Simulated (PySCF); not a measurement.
## A study: CH4Si, SMILES `C=[SiH2]`

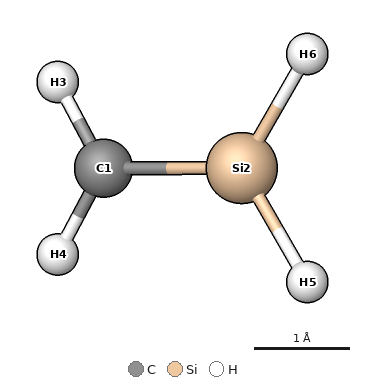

The molecule, with its atoms numbered as below. No frequency check shows the geometry to be a minimum.

Cartesian coordinates (Å):

```
C1       1.1858    0.0000    0.0000
Si2     -0.5618    0.0000    0.0000
H3       1.7652   -0.9077    0.0000
H4       1.7652    0.9077    0.0000
H5      -1.3902    1.2002    0.0000
H6      -1.3903   -1.2002    0.0000
```

### 1. Bonding charge

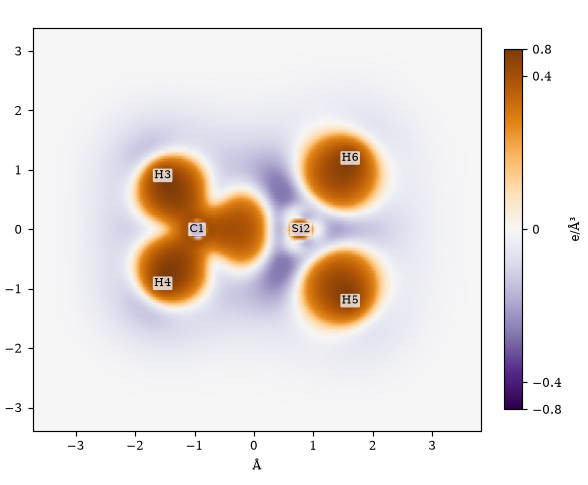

Deformation density (molecule less spherical, spin-averaged free atoms) in the molecular plane; colour scale in e/Å³, logarithmic beyond ±0.1; orange: gain, purple: loss.

Method: B3LYP/def2-SVP; geometry: GFN2-xTB; program: PySCF.

Q: How much density has each bond in this plane gained at its critical point, relative to the free atoms?

A: C1–H4 and C1–H3: +0.68 e/Å³ at the bond critical point (bond length 1.08 Å, Mayer order 1.0). Si2–H5 and Si2–H6: +0.18 e/Å³ at the bond critical point (bond length 1.46 Å, Mayer order 0.9). C1–Si2: +0.16 e/Å³ at the bond critical point (bond length 1.75 Å, Mayer order 2.0). In all, 1.3 electrons gather in the regions of gain relative to the promolecule.

Q: Where do the Hirshfeld charges lie?

A: The highest Hirshfeld charge is on Si2 (+0.30 e), the lowest on C1 (−0.24 e).

### 2. Local ionisation energy

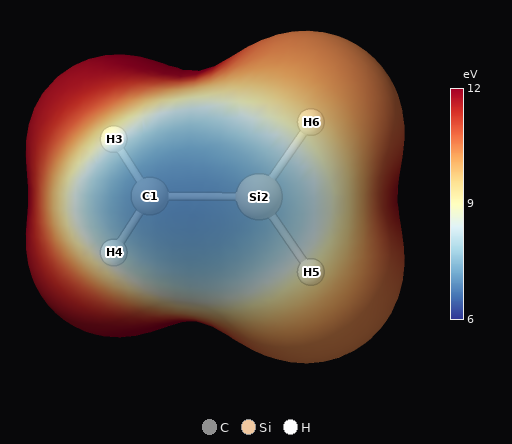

Average local ionisation energy on the surface of electron density 0.001 a.u.

Q: Where are the most loosely bound electrons on this surface?

A: The lowest value is 6.8 eV, off the molecular plane, over C1 (2.3 Å), and at like points elsewhere. For comparison, the highest occupied orbital lies at −6.2 eV.

Q: What volume does the surface enclose, and what is the dipole moment?

A: About 79 Å³; the dipole moment is 0.6 D.

### 3. Excited states

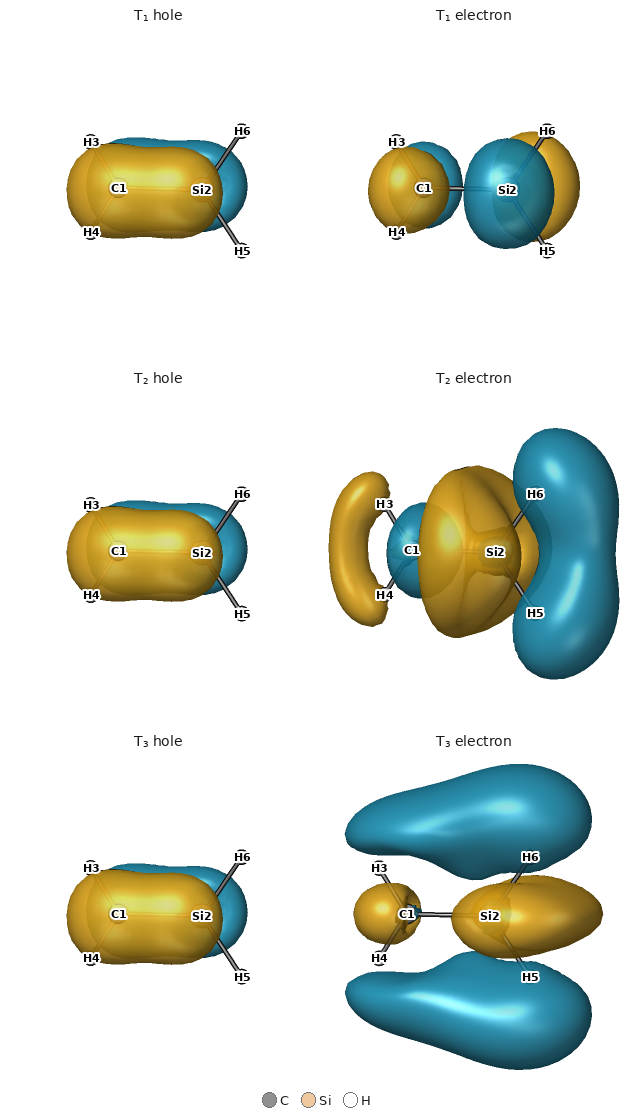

Leading natural transition orbitals (TDA triplet states).

Computed with PySCF, PBE0/6-311G**, geometry: GFN2-xTB. Without diffuse functions Rydberg states are missing, so the states' numbers hold for this basis only.

Q: Describe these excited states.

A: By state:
- T₁: 2.37 eV (523 nm), spin-forbidden from the singlet ground state, π → π*; the leading pair carries 100 %; hole on C1 (46 %) and Si2 (41 %), electron on Si2 (52 %) and C1 (32 %); their centroids lie 0.5 Å apart.
- T₂: 5.23 eV (237 nm), spin-forbidden from the singlet ground state, partly diffuse acceptor orbital, which a basis without diffuse functions describes poorly; the leading pair carries 97 %; hole on C1 (46 %) and Si2 (41 %), electron on Si2 (48 %), C1 (19 %) and H5 and H6 (12 % each) (atom shares of so diffuse an orbital are rough); their centroids lie 0.9 Å apart.
- T₃: 6.38 eV (194 nm), spin-forbidden from the singlet ground state, partly diffuse acceptor orbital, which a basis without diffuse functions describes poorly; the leading pair carries 99 %; hole on C1 (46 %) and Si2 (41 %), electron on Si2 (44 %), H5 and H6 (16 % each) and C1 (9 %) (atom shares of so diffuse an orbital are rough); their centroids lie 1.0 Å apart.

### 4. Localised orbitals

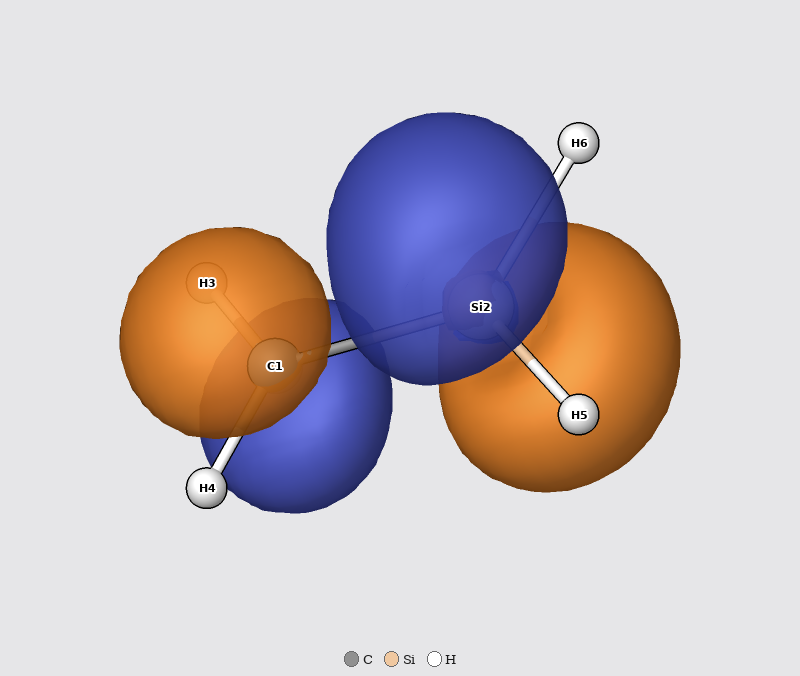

Intrinsic bond orbitals (IBO), occupied and valence-virtual; each surface holds about 70 % of the orbital's density. Energies are diagonal elements of the Fock matrix.

Computed with PySCF, B3LYP/def2-SVP, geometry: GFN2-xTB.

Q: What does this orbital represent?

A: π* orbital Si2–C1 (Si2 57 %, C1 43 %; −0.7 eV).

Q: How do all the valence pairs divide up?

A: 6 pairs: 5 σ bonds and 1 two-centre π bond.
